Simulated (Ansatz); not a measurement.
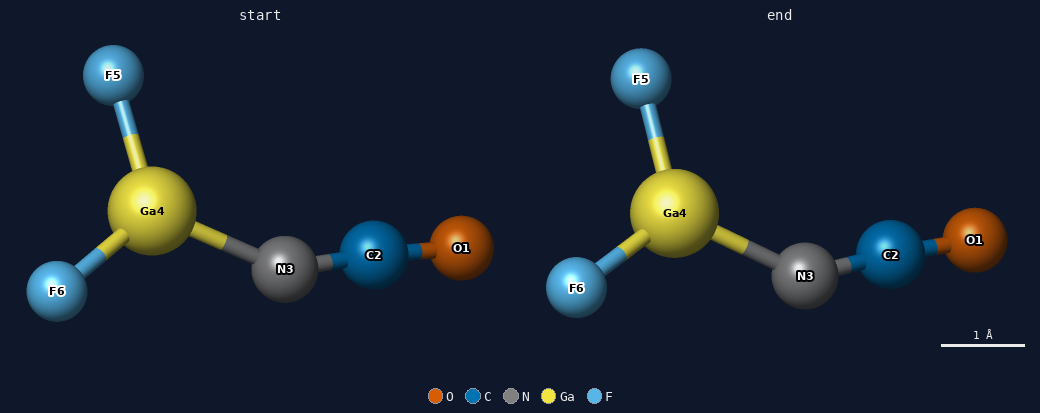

The structure of GaCNOF₂ before (left) and after (right) a relaxation, at one scale.

Style: ball-and-stick. Shown at a tilt.

The start comes from PBE-D4/def2-SVP.

Method: RKS PBE0-D4/def2-TZVP in Ansatz. Set-up: force threshold 0.005 eV/Å; at most 150 steps.

Question: What changed between the two?

Answer: Over 7 geometry steps the energy falls by 0.053 eV. The largest force component goes from 1.4 to 0.0039 eV/Å. The largest move after the best rigid fit is that of O1, 0.12 Å. Largest moves by element: O 0.12 Å, F 0.10 Å, N 0.09 Å, C 0.04 Å, Ga 0.04 Å. Among the contacts that change: Ga4–F5 1.751 → 1.730 Å, O1–C2 1.178 → 1.160 Å, C2–N3 1.221 → 1.206 Å, N3–Ga4 1.807 → 1.797 Å. Among the angles between lasting bonds that change: C2–N3–Ga4 147.1° → 140.3°.
